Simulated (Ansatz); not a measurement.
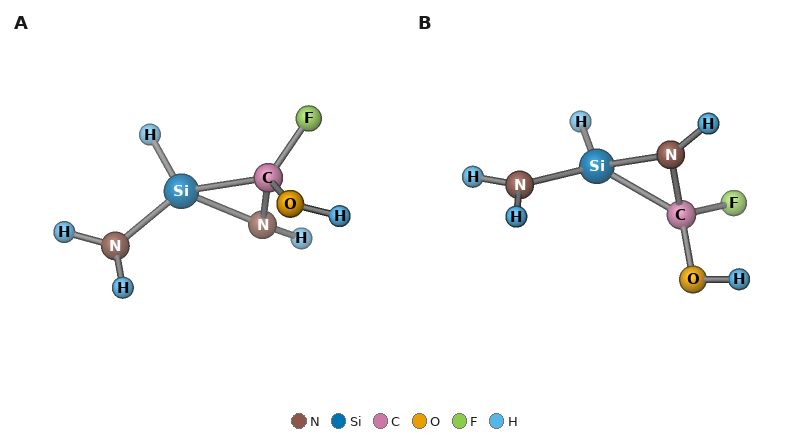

Atoms fade into the background with distance from the viewer. The computed structure is the end point of a PBE0-D4/def2-TZVP optimisation. No frequency run is at hand to confirm it as a minimum.

**Are A and B the same structure? If not, how do they differ?**

No. They are enantiomers, mirror images that no rotation superimposes: A is N[Si@@H]1N[C@@]1(O)F (R, R), B is N[Si@H]1N[C@]1(O)F (S, S). Their energies are equal.
